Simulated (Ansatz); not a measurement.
# Where V_Ga puts its levels in the gap of Al3GaN4 (Pm), part 2 of 2

Aim: at which Fermi levels does V_Ga in Al3GaN4 (Pm) change its charge? The model is a cell of 96 host atoms with 1 Ga taken out.

Ansatz; place-levels on PBEsol runs: charge-transition levels and formation energies with image-charge correction and potential alignment at the atomic sites.

So far: The starting structure; The runs of each charge state.

## 3. place-levels, PBEsol

A charged cell interacts with its images and the background, and its potential has another zero than the host's. place-levels removes the first by a point-charge model, screened by the static dielectric constant since the ions have relaxed around the charge, and the second by comparing potentials at atoms far from the defect.

The host is a run of the defect-free crystal in the same cutoffs, grids and k-points, so that basis and sampling errors cancel in part in the differences. Its band edges come from a run of the primitive cell that searches the zone for them. The host is run in a cell of 48 atoms on a matching mesh. Chemical potentials are energies per atom of Ga (alpha-Ga (Cmce)), run with the same functional and cutoff.

levels.point.yaml reads:

```yaml
host:
  run: host.point.run
  levels_from: { run: edges.point.run }
states: [qm3.point.run, qm2_M1.point.run, qm1.point.run, qm1_M2.point.run, q0_M1.point.run, q0_M3.point.run, qp1.point.run, qp1_M2.point.run]
geometry_from:
  qm3.point.run: qm3.relax.run
  qm2_M1.point.run: qm2_M1.relax.run
  qm1.point.run: qm1.relax_smeared.run
  qm1_M2.point.run: qm1_M2.relax.run
  q0_M1.point.run: q0_M1.relax.run
  q0_M3.point.run: q0_M3.relax.run
  qp1.point.run: qp1.relax.run
  qp1_M2.point.run: qp1_M2.relax.run
  host.point.run: host.relax.run
chemical_potentials:
  Ga:
    energy: -3743.200989
    dataset: "<sha256 of the dataset>"
epsilon: [4.99, 4.79, 4.8]
static_epsilon: [9.98, 8.63, 8.67]
vertical:
  - { from: qm3.point.run, to: qm3.point_neutral.run }
  - { from: qm2_M1.point.run, to: qm2_M1.point_neutral.run }
  - { from: qm1.point.run, to: qm1.point_neutral.run }
  - { from: qm1_M2.point.run, to: qm1_M2.point_neutral.run }
  - { from: qp1.point.run, to: qp1.point_neutral.run }
  - { from: qp1_M2.point.run, to: qp1_M2.point_neutral.run }
```

The run is started by

```
> ansatz place-levels levels.point.yaml -- --threads 4 --pin off --max-ram 14131MiB
```

Log:

```text
[... repeated set-up lines and file paths are left out, and long positions are rounded to six places ...]
(+1/0) 0.139 eV beneath the valence edge, in the valence band
(0/-1) 0.917 eV above the valence edge, 2.559 eV under the conduction edge
(-1/-2) 1.558 eV above the valence edge, 1.919 eV under the conduction edge
(-2/-3) 2.273 eV above the valence edge, 1.204 eV under the conduction edge
formation energy of charge +1: +7.885 eV with the Fermi level at the valence edge
formation energy of charge 0: +7.745 eV with the Fermi level at the valence edge
formation energy of charge -1: +8.662 eV with the Fermi level at the valence edge
formation energy of charge -2: +10.220 eV with the Fermi level at the valence edge
formation energy of charge -3: +12.493 eV with the Fermi level at the valence edge
vertical -3 to 0: no energy, since no alignment is typed
  the change from vertical[0].from (qm3.point.run) to vertical[0].to (qm3.point_neutral.run): by its potential at epsilon [4.99, 4.79, 4.8] it stands at 0.778 0.667 0.347, with an rms radius of about 3.1 Å (1.7 1.8 1.8 Å across the planes of the cell's [...]
vertical -2 to 0: no energy, since no alignment is typed
  the change from vertical[1].from (qm2_M1.point.run) to vertical[1].to (qm2_M1.point_neutral.run): by its potential at epsilon [4.99, 4.79, 4.8] it stands at 0.785 0.666 0.297, with an rms radius of about 3.1 Å (1.6 1.6 2.0 Å across the planes of the cell's [...]
vertical -1 to 0: no energy, since no alignment is typed
  the change from vertical[2].from (qm1.point.run) to vertical[2].to (qm1.point_neutral.run): by its potential at epsilon [4.99, 4.79, 4.8] it stands at 0.790 0.665 0.269, with an rms radius of about 2.8 Å (1.4 1.4 2.0 Å across the planes of the cell's [...]
vertical -1 to 0: no energy, since no alignment is typed
  the change from vertical[3].from (qm1_M2.point.run) to vertical[3].to (qm1_M2.point_neutral.run): by its potential at epsilon [4.99, 4.79, 4.8] it stands at 0.801 0.623 0.371, with an rms radius of about 2.9 Å (1.2 1.9 1.8 Å across the planes of the cell's [...]
vertical +1 to 0: no energy, since no alignment is typed
  the change from vertical[4].from (qp1.point.run) to vertical[4].to (qp1.point_neutral.run): by its potential at epsilon [4.99, 4.79, 4.8] it stands at 0.789 0.588 0.305, with an rms radius of about 4.4 Å (2.5 2.4 2.7 Å across the planes of the cell's [...]
vertical +1 to 0: no energy, since no alignment is typed
  the change from vertical[5].from (qp1_M2.point.run) to vertical[5].to (qp1_M2.point_neutral.run): by its potential at epsilon [4.99, 4.79, 4.8] it stands at 0.759 0.700 0.325, with an rms radius of about 3.0 Å (1.7 1.7 1.9 Å across the planes of the cell's [...]
  edges by pbesol of host.levels_from (edges.point.run), its mesh sampled to repeats of 27.09 Å (the valence edge +0.128 eV and the conduction edge -0.782 eV from those of the host's own run), gap 3.477 eV; the host is sampled to repeats of 27.56 Å
  the defect's cells are sampled to repeats of 27.56 Å, like sampling
  charge +1: -78344.8564 eV with its correction of -0.094 eV, at epsilon [9.98, 8.63, 8.67], aligned at sites: -0.3156 eV, mean over 57 atomic sites at or beyond 4.70 Å from the defect at [0.7497, 0.6667, 0.3331], with +0.003938 for the charge's moments and [...]
  charge 0: +0.000 eV for its dipole among its images, +0.000 omitted
  charge -1: -78328.7328 eV with its correction of +0.482 eV, at epsilon [9.98, 8.63, 8.67], aligned at sites: -0.2603 eV, mean over 57 atomic sites at or beyond 4.70 Å from the defect at [0.7497, 0.6667, 0.3331], with +0.000000 for the charge's moments and [...]
  charge -2: -78319.5019 eV with its correction of +1.362 eV, at epsilon [9.98, 8.63, 8.67], aligned at sites: -0.2376 eV, mean over 57 atomic sites at or beyond 4.70 Å from the defect at [0.7497, 0.6667, 0.3331], with +0.000000 for the charge's moments and [...]
  states[1] (qm2_M1.point.run): levels filled in part (TS 0.001 eV): its energy is of no whole electron's
  charge -3: -78309.5562 eV with its correction of +2.653 eV, at epsilon [9.98, 8.63, 8.67], aligned at sites: -0.2193 eV, mean over 57 atomic sites at or beyond 4.70 Å from the defect at [0.7497, 0.6667, 0.3331], with +0.000000 for the charge's moments and [...]
  charge +1: states[6] (qp1.point.run) stands 0.461 eV higher, with a moment of 0.00 μB against 2.00
  states[6] (qp1.point.run): levels filled in part (TS 0.002 eV): its energy is of no whole electron's
  charge 0: states[4] (q0_M1.point.run) stands 0.150 eV higher, with a moment of 1.00 μB against 3.00
  charge -1: states[2] (qm1.point.run) stands 0.319 eV higher, with a moment of 0.00 μB against 2.00
  states[2] (qm1.point.run): levels filled in part (TS 0.023 eV): its energy is of no whole electron's
  of states[7] (qp1_M2.point.run): it parts from the run at its places by a charge that spreads by about 1.7 Å along one vector (1.6 Å or more is wide), by its potential at epsilon [4.99, 4.79, 4.8], taken for that of held ions (one typed too small widens [...]
  of states[3] (qm1_M2.point.run): it parts from the run at its places by a charge that spreads by about 1.9 Å along one vector (1.6 Å or more is wide), by its potential at epsilon [4.99, 4.79, 4.8], taken for that of held ions (one typed too small widens [...]
  of states[1] (qm2_M1.point.run): it parts from the run at its places by a charge that spreads by about 2 Å along one vector (1.9 Å or more is wide), by its potential at epsilon [4.99, 4.79, 4.8], taken for that of held ions (one typed too small widens it), [...]
  of states[0] (qm3.point.run): it parts from the run at its places by a charge that spreads by about 1.8 Å along one vector (1.6 Å or more is wide), by its potential at epsilon [4.99, 4.79, 4.8], taken for that of held ions (one typed too small widens it), [...]
  of states[6] (qp1.point.run): it parts from the run at its places by a charge that spreads by about 2.4 Å along one vector (1.6 Å or more is wide), by its potential at epsilon [4.99, 4.79, 4.8], taken for that of held ions (one typed too small widens it), [...]
  of states[2] (qm1.point.run): it parts from the run at its places by a charge that spreads by about 2 Å along one vector (1.9 Å or more is wide), by its potential at epsilon [4.99, 4.79, 4.8], taken for that of held ions (one typed too small widens it), [...]
  of vertical[0].from (qm3.point.run): it parts from the run at its places by a charge that spreads by about 1.8 Å along one vector (1.6 Å or more is wide), by its potential at epsilon [4.99, 4.79, 4.8], taken for that of held ions (one typed too small widens [...]
  vertical[1].from (qm2_M1.point.run): levels filled in part (TS 0.001 eV): its energy is of no whole electron's
  of vertical[1].from (qm2_M1.point.run): it parts from the run at its places by a charge that spreads by about 2 Å along one vector (1.9 Å or more is wide), by its potential at epsilon [4.99, 4.79, 4.8], taken for that of held ions (one typed too small [...]
  of vertical[1].to (qm2_M1.point_neutral.run): it set out from the moments of a save, which an earlier run chose (saved_moments_taken)
  vertical[2].from (qm1.point.run): levels filled in part (TS 0.023 eV): its energy is of no whole electron's
  of vertical[2].from (qm1.point.run): it parts from the run at its places by a charge that spreads by about 2 Å along one vector (1.9 Å or more is wide), by its potential at epsilon [4.99, 4.79, 4.8], taken for that of held ions (one typed too small widens [...]
  of vertical[3].from (qm1_M2.point.run): it parts from the run at its places by a charge that spreads by about 1.9 Å along one vector (1.6 Å or more is wide), by its potential at epsilon [4.99, 4.79, 4.8], taken for that of held ions (one typed too small [...]
  of vertical[3].to (qm1_M2.point_neutral.run): it set out from the moments of a save, which an earlier run chose (saved_moments_taken); seeded_moment_not_kept
  vertical[4].from (qp1.point.run): levels filled in part (TS 0.002 eV): its energy is of no whole electron's
  of vertical[4].from (qp1.point.run): its displacements don't fall off away from the defect: farther atoms stand 0.011 Å off the host's places. [...]
  of vertical[4].to (qp1.point_neutral.run): its displacements don't fall off away from the defect: farther atoms stand 0.011 Å off the host's places. [...]
  of vertical[5].from (qp1_M2.point.run): its displacements don't fall off away from the defect: farther atoms stand 0.01 Å off the host's places. [...]
  of vertical[5].to (qp1_M2.point_neutral.run): its displacements don't fall off away from the defect: farther atoms stand 0.01 Å off the host's places. [...]
```

Elapsed: 0.93 s, on 4 threads of Arm Neoverse V2, shared host.

Levels between the charges placed, in eV above the valence top:

```
        gap (eV)  (+1/0)  (0/−1)  (−1/−2)  (−2/−3)
PBEsol      3.48   -0.14    0.92     1.56     2.27
```

Corrections by state:

```
charge  moment (μB)  image terms and alignment (eV)  band filling (eV)                               ε used  over the lowest of its charge, as the program ranks them, band filling apart (eV)
    +1          2.0                          -0.094                  -  principal values (8.63, 8.67, 9.98)                                                                              0.000
     0          3.0                           0.000                  -                                    -                                                                              0.000
    −1          2.0                           0.482                  -  principal values (8.63, 8.67, 9.98)                                                                              0.000
    −2          1.0                           1.362                  -  principal values (8.63, 8.67, 9.98)                                                                              0.000
    −3          0.0                           2.653                  -  principal values (8.63, 8.67, 9.98)                                                                              0.000
    +1          0.0                          -0.132                  -  principal values (8.63, 8.67, 9.98)                                                                              0.461
     0          1.0                           0.000                  -                                    -                                                                              0.150
    −1          0.0                           0.490                  -  principal values (8.63, 8.67, 9.98)                                                                              0.319
```

The charged structures listed were also run neutral, and place-levels reads from each pair, by the potential or the spins, how wide the charge is by which they differ; that can be the carrier of either run.

```
charge  rms radius (Å)  spread where it is widest against the cell (Å)  wide from (Å)  reading
    +1             3.0                                            1.67           1.63     wide
    −1             2.9                                            1.95           1.63     wide
    −2             3.1                                            2.02           1.88     wide
    −3             3.1                                            1.80           1.63     wide
```

The neutral runs of these pairs need not share the spin of the lowest neutral state, and very wide values only mean spread over the cell.

From the program's caveats on the states, each cut to its opening words:

- charge +1 (2 μB): it parts from the run at its places by a charge that spreads by about 1.7 Å along one vector (1.6 Å or more is wide), by its potential at epsilon [4.99, 4.79, [...]
- charge +1 (2 μB): its displacements don't fall off away from the defect: farther atoms stand 0.01 Å off the host's places
- charge −1 (2 μB): it parts from the run at its places by a charge that spreads by about 1.9 Å along one vector (1.6 Å or more is wide), by its potential at epsilon [4.99, 4.79, [...]
- charge −2 (1 μB), −1: it parts from the run at its places by a charge that spreads by about 2 Å along one vector (1.9 Å or more is wide), by its potential at epsilon [4.99, 4.79, [...]
- charge −3: it parts from the run at its places by a charge that spreads by about 1.8 Å along one vector (1.6 Å or more is wide), by its potential at epsilon [4.99, 4.79, [...]
- charge +1: it parts from the run at its places by a charge that spreads by about 2.4 Å along one vector (1.6 Å or more is wide), by its potential at epsilon [4.99, 4.79, [...]
- charge +1: its displacements don't fall off away from the defect: farther atoms stand 0.011 Å off the host's places

Chemical potentials of the elements' reference phases, run alike. Formation energies (elemental references), with the Fermi level at the valence top and at the conduction bottom (gap 3.48 eV):

```
charge  at valence top (eV)  at conduction bottom (eV)  correction included (eV)
    +1                 7.88                      11.36                     -0.09
     0                 7.75                       7.75                      0.00
    −1                 8.66                       5.19                      0.48
    −2                10.22                       3.27                      1.36
    −3                12.49                       2.06                      2.65
```

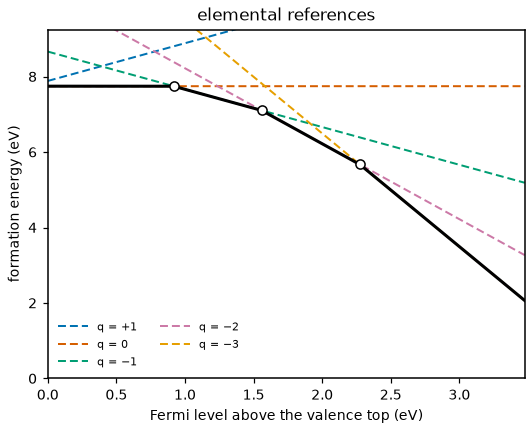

Formation energy against Fermi level; the thick line follows the lowest charge state and circles mark the transition levels.

## 4. Levels against the band edges, r2SCAN

r2SCAN on the same structure is run to see how far the result rests on the functional, though not on the errors that semilocal functionals share; the sampling changes too, to one point at (¼, ¼, ¼), so differences hold both changes.

qm3.r2scan/input.yaml reads:

```yaml
crystal:
  checkpoint: "../qm3.relax.run"
  host: checkpoint
total_charge: -3
basis:
  ecutwfc: 500
  xc_grid: 2
hamiltonian:
  xc: r2scan
kpoints:
  mp_grid: { grid: [1, 1, 1], shift: [0.25, 0.25, 0.25] }
scf:
  occupations: { method: fermi_dirac, width: 0.01 }
  max_iter: 100
output:
  forces: true
  eigenvalues: true
  charged_corrections:
    epsilon: [4.99, 4.79, 4.8]
    static_epsilon: [9.98, 8.63, 8.67]
    defect_position: [0.74971, 0.666667, 0.333101]
  eigenstates: { localisation: true }
  populations: true
checkpoint:
  write: "../qm3.r2scan.run"
  compress: false
  write_wavefunctions: false
  write_every: 100000
```

Run time: 53 s. Hardware: 4 threads; peak memory 2.7 GiB; 3.4 min of CPU time.

levels.r2scan.yaml reads:

```yaml
host:
  run: host.r2scan.run
  levels_from: { run: edges.r2scan.run }
states: [qm3.r2scan.run, qm2_M1.r2scan.run, qm1.r2scan.run, qm1_M2.r2scan.run, q0_M1.r2scan.run, q0_M3.r2scan.run, qp1.r2scan.run, qp1_M2.r2scan.run]
geometry_from:
  qm3.r2scan.run: qm3.relax.run
  qm2_M1.r2scan.run: qm2_M1.relax.run
  qm1.r2scan.run: qm1.relax_smeared.run
  qm1_M2.r2scan.run: qm1_M2.relax.run
  q0_M1.r2scan.run: q0_M1.relax.run
  q0_M3.r2scan.run: q0_M3.relax.run
  qp1.r2scan.run: qp1.relax.run
  qp1_M2.r2scan.run: qp1_M2.relax.run
  host.r2scan.run: host.relax.run
chemical_potentials:
  Ga:
    energy: -3790.266927
    dataset: "<sha256 of the dataset>"
```

The run is started by

```
> ansatz place-levels levels.r2scan.yaml -- --threads 4 --pin off --max-ram 14131MiB
```

Log:

```text
Error: geometry_from (host.relax.run): name the neutral relaxation on whose last places the host stands, to 0.0002 Å
```

Wall time 0.04 s (4 threads).

The program refused the input before any cycle.

The program's message: “Error: geometry_from (host.relax.run): name the neutral relaxation on whose last places the host stands, to 0.0002 Å”

## 5. What a wrong or other choice does

In this try the input is made faulty on purpose, to show what that does.

A choice is tested by changing it alone.

levels.try0.yaml is levels.point.yaml with these lines changed:

```diff
-static_epsilon: [9.98, 8.63, 8.67]
+static_epsilon: [4.99, 4.79, 4.8]
```

The run is started by

```
> ansatz place-levels levels.try0.yaml -- --threads 4 --pin off --max-ram 14131MiB
```

Log:

```text
(+1/0) 0.265 eV beneath the valence edge, in the valence band
(0/-1) 1.046 eV above the valence edge, 2.431 eV under the conduction edge
(-1/-2) 1.951 eV above the valence edge, 1.525 eV under the conduction edge
(-2/-3) 2.906 eV above the valence edge, 0.570 eV under the conduction edge
formation energy of charge +1: +8.010 eV with the Fermi level at the valence edge
formation energy of charge 0: +7.745 eV with the Fermi level at the valence edge
formation energy of charge -1: +8.791 eV with the Fermi level at the valence edge
formation energy of charge -2: +10.742 eV with the Fermi level at the valence edge
formation energy of charge -3: +13.648 eV with the Fermi level at the valence edge
vertical -3 to 0: no energy, since no alignment is typed
vertical -2 to 0: no energy, since no alignment is typed
vertical -1 to 0: no energy, since no alignment is typed
vertical -1 to 0: no energy, since no alignment is typed
vertical +1 to 0: no energy, since no alignment is typed
vertical +1 to 0: no energy, since no alignment is typed
[...]
[... the lines on each state left out ...]
```

The change: the electronic dielectric constant for relaxed ions.

Levels in eV above the valence top; the changed ones are not the defect's:

```
           gap (eV)  (+1/0)  (0/−1)  (−1/−2)  (−2/−3)
  changed      3.48   -0.26    1.05     1.95     2.91
as set up      3.48   -0.14    0.92     1.56     2.27
```

The largest shift is 0.63 eV.

## 6. What came out

| Property | Result |
| --- | --- |
| gap of the host | 3.48 eV (PBEsol) |
| level (plus 1/0) | 0.14 eV below the valence top |
| level (0/minus 1) | 0.92 eV above the valence top |
| level (minus 1/minus 2) | 1.56 eV above the valence top |
| level (minus 2/minus 3) | 2.27 eV above the valence top |
| lowest of the charges placed, just above the valence top (0.02 eV) | 0 |
| lowest of the charges placed, just below the conduction bottom (0.02 eV) | −3 |
| lowest formation energy at mid-gap of the charges run, elemental references | 6.74 eV |

**Reading.** Of the charges placed (−3, −2, −1, 0 and +1), the lowest changes at 0.92 eV (0/−1), 1.56 eV (−1/−2) and 2.27 eV (−2/−3) above the valence top, in a gap of 3.48 eV. (−2/−3) lies nearer to a band edge than the share of the finite-size correction in it (1.29 eV), and that correction holds for a localised charge alone. (+1/0) lies 0.14 eV from a band edge, less than the doubt on such levels. Charges below −3 were not placed, so these runs say nothing of levels that involve them. States placed: +1 at 2 μB and 0 μB; 0 at 3 μB and 1 μB; −1 at 2 μB and 0 μB; −2 at 1 μB; −3 at 0 μB. Other spin states or structures, where not listed, weren't placed. Corrections reach 2.7 eV, so the cell is small for these charges and their levels are rough. Limits: PBEsol makes the gap too small and tends to spread out bound carriers; where a gas molecule sets a chemical potential or the host's formation energy, its binding is uncorrected.

[Logs are printed without paths, hosts, clocks, repeated set-up lines and the standing remarks that a program may print on its own settings, such as how far it seeks lower states.]

[Hosts, paths, dates, database ids (printed as entryN), source tags and the programs' standing remarks are cut or masked in the printed files.]

[Where a table of states has a column of steps, it counts the stored structures, which are thinned; the runs took as many ionic steps or more.]

[A defect's name tells the site on which it was built; relaxed atoms can leave that site.]

[For some hosts the program warned that the k-mesh of the response run may be too coarse for force constants and the static dielectric constant; such warnings are not shown here.]
